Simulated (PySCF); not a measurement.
# CH3O, doublet, SMILES `C[O]`: electronic structure

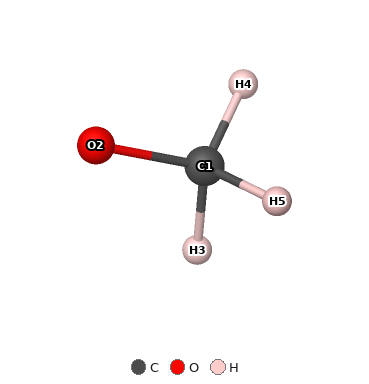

The molecule, with its atoms numbered as below. No frequency check shows the geometry to be a minimum.

Geometry (Å), atoms numbered from 1:

```
C1       0.5435    0.0189    0.0000
O2      -0.7680    0.0008    0.0000
H3       0.9424   -0.5737   -0.8568
H4       0.9983    1.0249   -0.0012
H5       0.9429   -0.5717    0.8577
```

Part 1: Bonding charge

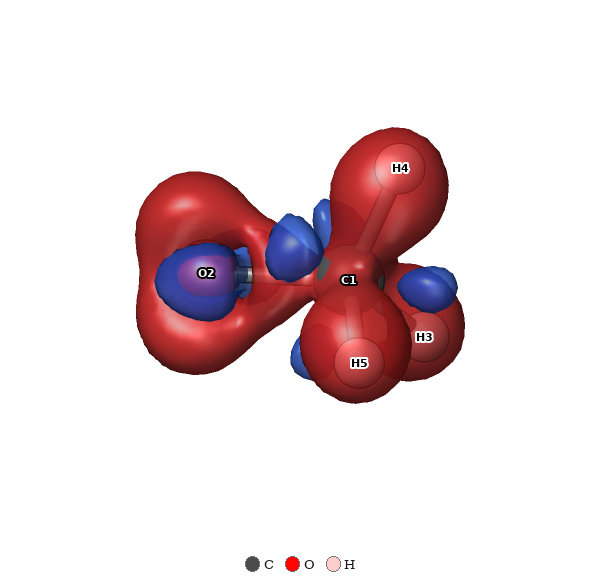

Deformation density (molecule less spherical, spin-averaged free atoms at the same positions), surfaces at ±0.1 e/Å³; red: gain, blue: loss.

Level of theory: PBE0/6-31G* (PySCF), at a geometry from GFN2-xTB. The stability of the open-shell solution wasn't checked. GFN2-xTB doesn't know the spin state, so this open-shell geometry is rough.

Describe the bonding that the map shows.

Answer. C1–H4: +0.66 e/Å³ at the bond critical point (bond length 1.10 Å, Mayer order 0.9). C1–H5: +0.57 e/Å³ at the bond critical point (bond length 1.11 Å, Mayer order 0.9). C1–H3: +0.57 e/Å³ at the bond critical point (bond length 1.12 Å, Mayer order 0.9). C1–O2: +0.30 e/Å³ at the bond critical point (bond length 1.31 Å, Mayer order 1.1). In all, 1.0 electrons gather in the regions of gain relative to the promolecule.

Where do the Hirshfeld charges lie?

Answer. The highest Hirshfeld charge is on H3 and H5 (+0.06 e), the lowest on O2 (−0.13 e).

Part 2: Bond critical points

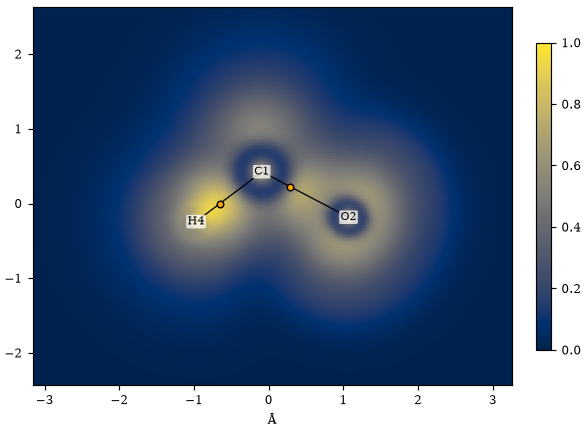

Localised orbital locator (LOL) in the plane of C1, O2 and H4, with bond paths and bond critical points (dots).

What values does LOL take at the bond critical points in this plane?

Answer. C1–H4: about 0.90; C1–O2: about 0.47. Values above 0.5 mark slow, localised electrons, as in shared pairs; low values at a critical point mark a polar or closed-shell contact whose critical point lies between the shells.

Where along C1–O2 does the critical point lie?

Answer. 0.43 Å from C1 and 0.89 Å from O2.

Part 3: Local ionisation energy

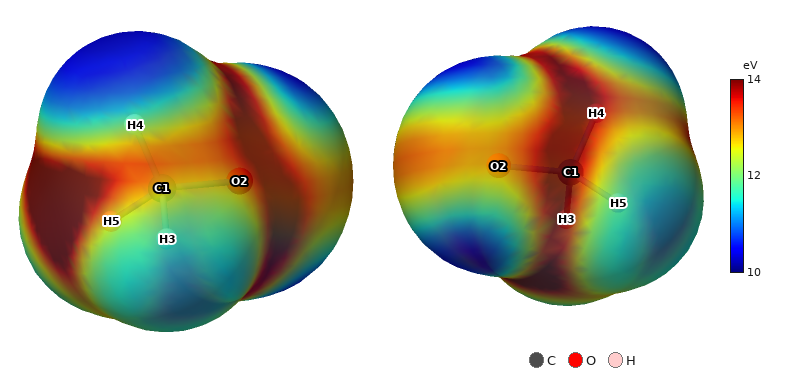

Average local ionisation energy on the surface of electron density 0.001 a.u. (back view left, front view right).

Locate the minima of the map.

Answer. The lowest value is 10.3 eV, 1.4 Å from H4. Further minima include 10.4 eV, 1.8 Å from O2; 11.2 eV, 1.3 Å from H5, and at like points elsewhere. For comparison, the highest occupied orbital lies at −7.3 eV.

Part 4: Spin density

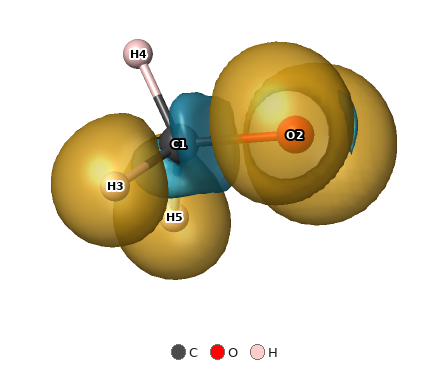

Spin density ρα − ρβ at ±0.02 e/Å³ (yellow: excess α, teal: excess β).

How is the spin shared among the atoms?

Answer. Hirshfeld spin populations: O2 +0.80, H3 and H5 +0.07 and C1 +0.06. ⟨S²⟩ = 0.75, as for a pure state. The picture also shows regions of β spin from spin polarisation; the Hirshfeld sums, whose atoms overlap, net them against the α spin of neighbours.

Part 5: In an electric field

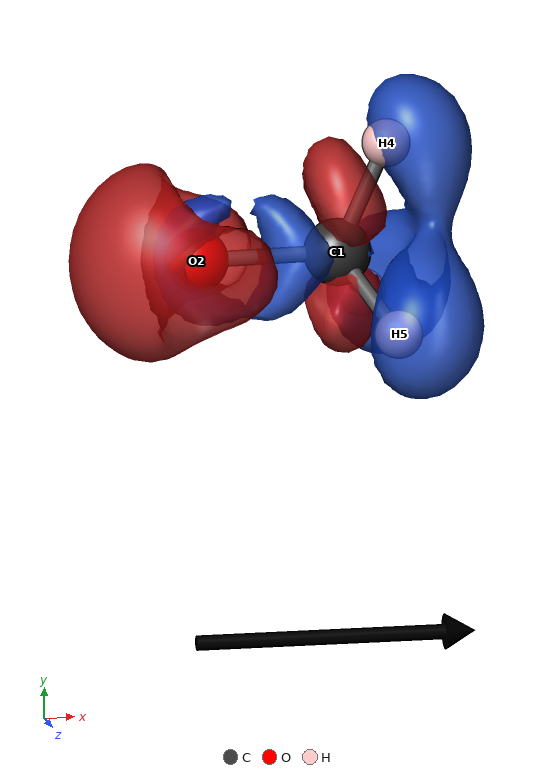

Change of the electron density in a uniform field of 0.51 V/Å along +x (arrow), surfaces at ±0.004 e/Å³ (red: gain, blue: loss).

Computed with PySCF, CAM-B3LYP/6-311+G**, geometry: GFN2-xTB. The basis has diffuse s and p functions alone, which still leaves polarisabilities too small, most of all across bonds. The stability of the open-shell solution wasn't checked. GFN2-xTB doesn't know the spin state, so this open-shell geometry is rough.

What dipole is induced, and what polarisability does it imply?

Answer. The induced dipole is 0.54 D (along the field); α along this axis, from the fields in both directions, is 21 bohr³ (3.1 Å³).

Which atoms gain and lose the most charge?

Answer. Electrons gather most on O2 (Hirshfeld charge changes by −0.035 e) and leave H3 and H5 alike most (+0.011 e); 0.056 electrons are displaced in all.
